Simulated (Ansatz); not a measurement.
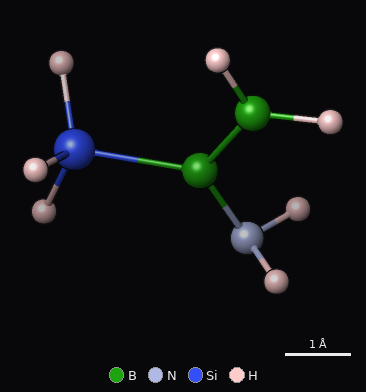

Starting structure of B2SiNH7. The picture is a ball-and-stick view, seen from a free direction.

The run prepares an end point of a later path (torsion) calculation, from a guessed geometry.

The calculation used RKS PBE0-D4/STO-3G (Ansatz 0.2.0).

Input
```yaml
crystal:
  periodic: [false, false, false]
  atoms:
    - { symbol: B, position_ang: [-0.9078, 1.5586, 0.0828] }
    - { symbol: B, position_ang: [-0.2402, 0.1275, 0.3061] }
    - { symbol: "N", position_ang: [-0.4843, -0.6146, 1.6012] }
    - { symbol: Si, position_ang: [0.9521, -0.623, -1.0934] }
    - { symbol: H, position_ang: [-0.7913, 2.181, -0.9601] }
    - { symbol: H, position_ang: [-1.6346, 2.0875, 0.9158] }
    - { symbol: H, position_ang: [-0.24541, 0.0015, 2.37628] }
    - { symbol: H, position_ang: [-1.58716, -0.72923, 1.64913] }
    - { symbol: H, position_ang: [0.0798, -0.7983, -2.2664] }
    - { symbol: H, position_ang: [1.4, -1.9335, -0.6201] }
    - { symbol: H, position_ang: [1.9893, 0.2753, -1.349] }
basis:
  gaussian: { orbitals: STO-3G }
hamiltonian:
  xc: pbe0
  dispersion: d4
relax:
  f_tol: 0.015
  max_steps: 40
output:
  orbitals: {}
```

Command:
```bash
ansatz run input.yaml --threads 1 --pin off --max-ram 2048MiB --backend cpu --events-out ev --progress --plain --runs-dir out
```

> Predict the outcome.

The atom that moves furthest after the best rigid fit is H6 (1.63 Å). By element the largest moves are H 1.63 Å, N 0.25 Å, B 0.20 Å, Si 0.20 Å. Among the contacts that change: B2–N3 1.512 → 1.382 Å, N3–H8 1.110 → 1.038 Å, B1–H6 1.226 → 1.176 Å, Si4–H11 1.396 → 1.445 Å. Among the angles between lasting bonds that change: B2–N3–H8 104.4° → 124.6°, B2–N3–H7 108.5° → 124.4°, B1–B2–N3 119.5° → 127.7°. Groups turn about B1–B2 by about 90°. After 28 accepted moves (30 points after the start) the energy has fallen by 288.1 kJ/mol. The largest force component goes from 4.3 to 0.0082 eV/Å. The line search rejected the trial steps at points 15, 28 of the run. The forces were under the threshold at step 17, but the run went on from there. The run took 73 s on 1 thread of Intel(R) Xeon(R) Processor @ 2.70GHz, on a shared host, peak memory 0.13 GiB.

Final geometry:

```xyz
11

B    -0.8857    1.7442    0.0205
B    -0.3812    0.2400    0.3899
N    -0.6948   -0.5058    1.5103
Si    0.8186   -0.5676   -0.9573
H    -1.8345    1.9374   -0.6470
H    -0.2574    2.6985    0.2994
H    -1.3137   -0.1801    2.2773
H    -0.3433   -1.4647    1.6975
H     0.1734   -0.6990   -2.2434
H     1.2362   -1.8902   -0.5456
H     2.0128    0.2199   -1.1592
```

After the run, drawn alike:

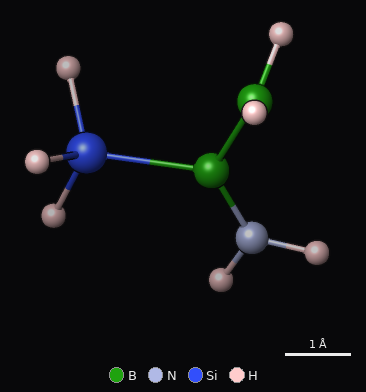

Limits of the set-up: STO-3G is a minimal basis, so the numbers are rough.
